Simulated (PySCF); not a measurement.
**doublet CH5BClN+: levels of theory compared**

Aim: a comparison of 6 runs (UB2PLYP/def2-SVP, UB3LYP/def2-SVP, UBHLYP/def2-SVP, UBLYP/def2-SVP, UM06-2X/def2-SVP, UTPSS/def2-SVP) of doublet CH5BClN+. The job is set up through a Python script.

The calculation is run with PySCF 2.14.0.

2 further runs of the same task are left out: 2 set aside as unsound or not needed.

### 1 The structure to begin with

CH5BClN+ has 9 atoms, charge +1, and is taken as a doublet. As SMILES of the parent species, `CNBCl`. The shape is that of a PBE0-D4/def2-TZVP optimisation. This is one conformer, not always the lowest. That shape belongs to the parent species and isn't relaxed for this state.

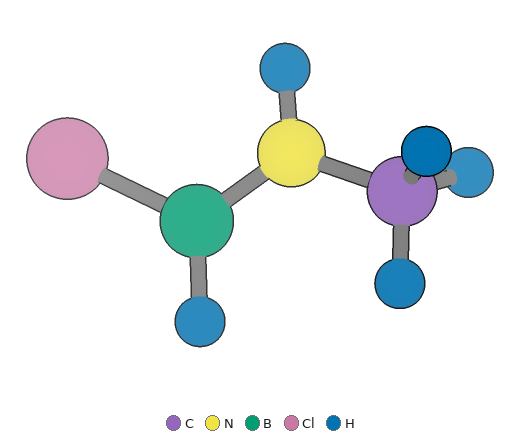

The structure, seen from a chosen angle (carbon purple, nitrogen yellow, boron teal, chlorine pink, hydrogen blue).

### 2 A single-point energy at UB2PLYP/def2-SVP (run 1)

File job.py:

```python
from pyscf import gto, dft, mp

mol = gto.M(
    atom='''
C        0.510100       0.482100      -0.973400
N       -0.407900      -0.226000      -0.111700
B       -0.261100      -0.415200       1.248200
Cl      -1.495300      -1.314500       2.144800
H        0.907000      -0.170400      -1.756500
H        0.027900       1.338900      -1.452800
H        1.346700       0.849900      -0.380000
H       -1.220500      -0.605500      -0.573900
H        0.681600       0.014200       1.838200
''',
    verbose=4,
    max_memory=1860,
    spin=1,
    basis='def2-svp',
    charge=1,
)

myscf = dft.UKS(mol)
myscf.xc = '0.53*HF + 0.47*B88, 0.73*LYP'
myscf.grids.level = 5
myscf.conv_tol = 1e-10
myscf.kernel()
if not myscf.converged:
    myscf = myscf.newton().run(myscf.mo_coeff, myscf.mo_occ)

pt = mp.MP2(myscf, frozen=8).run()
etot = myscf.e_tot + 0.27 * pt.e_corr
print('PT2 part  %.8f' % (0.27 * pt.e_corr))
print(f'total energy: {etot:.8f} hartree')
```

Started as:

```bash
$ OMP_NUM_THREADS=1 python job.py
```

Log:

```text
PySCF version 2.14.0

[... 60 lines left out ...]
WARN: HOMO -0.300743386220041 >= LUMO -0.300743386220039
[... 58 lines left out ...]
converged SCF energy = -579.949289700388  <S^2> = 0.76837443  2S+1 = 2.0182908
[... 1 line left out ...]
******** <class 'pyscf.mp.ump2.UMP2'> ********
nocc = (np.int64(12), np.int64(11)), nmo = (77, 77)
frozen orbitals 8
E(UMP2) = -580.565512501373  E_corr = -0.616222800985004
E(SCS-UMP2) = -580.558407671527  E_corr = -0.609117971139456
E_corr(same-spin) = -0.150403142356787
E_corr(oppo-spin) = -0.465819658628217
PT2 part  -0.16638016
total energy: -580.11566986 hartree
```

Wall time 22 s (1 thread of Intel Xeon 6975P-C (Granite Rapids), shared host); peak memory 0.45 GiB.

### 3 The energy at UB3LYP/def2-SVP (run 2)

File input.py:

```python
from pyscf import gto, dft

molecule = gto.M(
    atom='''
C    0.510100   0.482100  -0.973400
N   -0.407900  -0.226000  -0.111700
B   -0.261100  -0.415200   1.248200
Cl  -1.495300  -1.314500   2.144800
H    0.907000  -0.170400  -1.756500
H    0.027900   1.338900  -1.452800
H    1.346700   0.849900  -0.380000
H   -1.220500  -0.605500  -0.573900
H    0.681600   0.014200   1.838200
''',
    charge=1,
    max_memory=1860,
    basis='def2-svp',
    verbose=4,
    spin=1,
)

calc0 = dft.UKS(molecule, xc='b3lyp')
calc0.conv_tol = 1e-10
calc0.grids.level = 5
calc0.kernel()
if not calc0.converged:
    calc0 = calc0.newton().run(calc0.mo_coeff, calc0.mo_occ)

e_final = calc0.e_tot
print('E(%s) = %.9f' % ('B3LYP', e_final))
```

Started as:

```bash
$ OMP_NUM_THREADS=1 python input.py
```

Log:

```text
PySCF version 2.14.0

[... 58 lines left out ...]
WARN: HOMO -0.312187516802723 >= LUMO -0.312187516802724
[... 54 lines left out ...]
converged SCF energy = -580.423202863003  <S^2> = 0.76077196  2S+1 = 2.0107431
E(B3LYP) = -580.423202863
```

It took 21 s on 1 thread of Intel Xeon 6975P-C (Granite Rapids), shared host; peak memory 0.45 GiB.

Run 3 isn't shown in full; the table further down has it.

### 4 The energy at UBLYP/def2-SVP (run 4)

File input.py:

```python
from pyscf import gto, dft

mol = gto.M(
    atom='''
C      0.963949     0.911037    -1.839459
N     -0.770819    -0.427078    -0.211082
B     -0.493407    -0.784614     2.358756
Cl    -2.825707    -2.484045     4.053085
H      1.713982    -0.322009    -3.319304
H      0.052723     2.530154    -2.745394
H      2.544894     1.606078    -0.718096
H     -2.306411    -1.144229    -1.084514
H      1.288037     0.026834     3.473695
''',
    spin=1,
    max_memory=1860,
    verbose=4,
    basis='def2-svp',
    charge=1,
    unit='bohr',
)

mf = dft.UKS(mol, xc='blyp')
mf.grids.level = 5
mf.conv_tol = 1e-10
mf.kernel()
if not mf.converged:
    mf = mf.newton().run(mf.mo_coeff, mf.mo_occ)

etot = mf.e_tot
print('Final energy', etot)
```

Started as:

```bash
$ OMP_NUM_THREADS=1 python input.py
```

Log:

```text
PySCF version 2.14.0

[... 60 lines left out ...]
WARN: HOMO -0.300267677634443 >= LUMO -0.300267677634444
[... 54 lines left out ...]
converged SCF energy = -580.345257876002  <S^2> = 0.75470527  2S+1 = 2.0046997
Final energy -580.3452578760018
```

Wall time 20 s (1 thread of Intel Xeon 6975P-C (Granite Rapids), shared host); peak memory 0.45 GiB.

Run 5 isn't shown in full; the table further down has it.

### 5 The energy at UTPSS/def2-SVP (run 6)

File geometry.xyz:

```xyz
9

C      0.510100     0.482100    -0.973400
N     -0.407900    -0.226000    -0.111700
B     -0.261100    -0.415200     1.248200
Cl    -1.495300    -1.314500     2.144800
H      0.907000    -0.170400    -1.756500
H      0.027900     1.338900    -1.452800
H      1.346700     0.849900    -0.380000
H     -1.220500    -0.605500    -0.573900
H      0.681600     0.014200     1.838200
```

File job.py:

```python
from pyscf import gto, dft

mol = gto.M(
    atom='geometry.xyz',
    charge=1,
    verbose=3,
    basis='def2-svp',
    max_memory=1860,
    spin=1,
)

mf = dft.UKS(mol)
mf.xc = 'tpss'
mf.conv_tol = 1e-10
mf.grids.level = 5
mf.kernel()
if not mf.converged:
    mf = mf.newton().run(mf.mo_coeff, mf.mo_occ)

e_tot = mf.e_tot
print('E(%s) = %.9f' % ('TPSS', e_tot))
```

Started as:

```bash
$ OMP_NUM_THREADS=1 python job.py
```

Log:

```text
WARN: HOMO -0.309865429830092 >= LUMO -0.309865429830091

converged SCF energy = -580.457216362933  <S^2> = 0.75676071  2S+1 = 2.0067493
E(TPSS) = -580.457216363
```

Run time: 43 s. Hardware: 1 thread of Intel Xeon 6975P-C (Granite Rapids), shared host; peak memory 0.5 GiB.

### 6 The series

```tsv
run	level	frozen core orbitals	energy (Eh)	HOMO energy (eV)	LUMO energy (eV)	⟨S²⟩	wall time
1	UB2PLYP/def2-SVP	8	-580.115670	-15.59	-10.54	0.768	22 s
2	UB3LYP/def2-SVP	–	-580.423203	-14.28	-12.30	0.761	21 s
3	UBHLYP/def2-SVP	–	-580.330401	-15.68	-10.98	0.768	22 s
4	UBLYP/def2-SVP	–	-580.345258	-13.00	-12.73	0.755	20 s
5	UM06-2X/def2-SVP	–	-580.318463	-15.79	-11.33	0.764	43 s
6	UTPSS/def2-SVP	–	-580.457216	-13.34	-12.83	0.757	43 s
```

### 7 Summary of results

| quantity | value |
| --- | --- |
| run 6: total energy | -580.45722 Eh |
| run 6: HOMO energy (highest over α and β) | -13.34 eV |
| run 6: LUMO energy (lowest over α and β) | -12.83 eV |
| run 6: ⟨S²⟩ | 0.757 |

In words: Totals of different functionals can't be ranked against each other. All runs together took 2.9 min, the longest 43 s.
